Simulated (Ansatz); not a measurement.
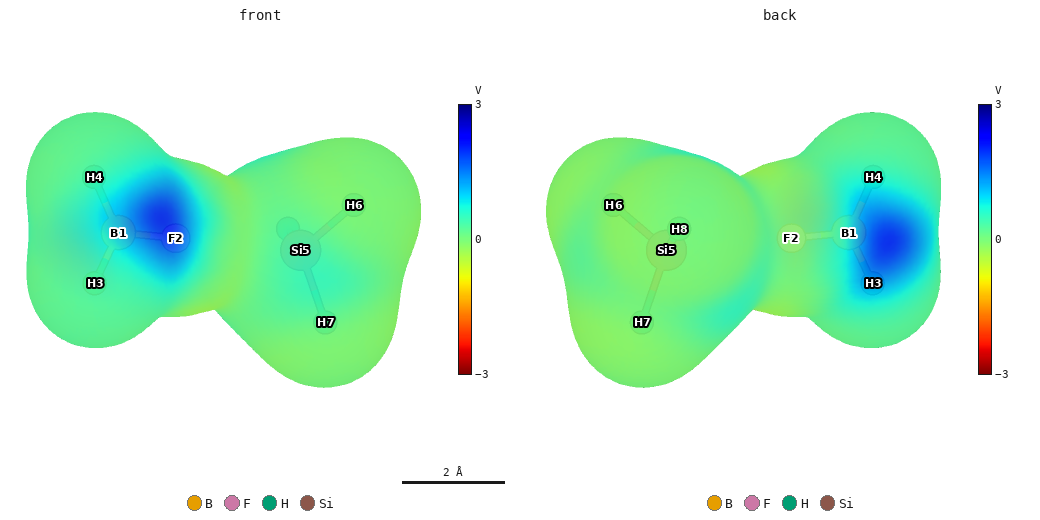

The picture shows: BFH2···H3Si (doublet). The molecular electrostatic potential painted on the density surface at 0.002 e/bohr³, seen from the front and from behind; red is negative and blue positive.

These are results of UKS BLYP-D4/6-31G* in Ansatz, not measurements.

```yaml
atoms:
  - { symbol: B, position_ang: [-0.0036, 0.0102, -0.3217] }
  - { symbol: F, position_ang: [-0.0076, 0.0530, 1.0092] }
  - { symbol: H, position_ang: [1.0585, -0.0076, -0.8789] }
  - { symbol: H, position_ang: [-1.0622, -0.0083, -0.8852] }
  - { symbol: Si, position_ang: [0.0096, -0.0221, 3.8132] }
  - { symbol: H, position_ang: [-0.7628, -1.1979, 4.3370] }
  - { symbol: H, position_ang: [1.4141, -0.0750, 4.3382] }
  - { symbol: H, position_ang: [-0.6461, 1.2477, 4.2704] }
```

Question: Which sites attract a positive test charge, and which a negative one?

Answer: A positive charge is drawn to the negative regions and a negative charge to the positive ones. The most negative region (about −0.2 V) lies over F2, the most positive (about +2.0 V) over B1.
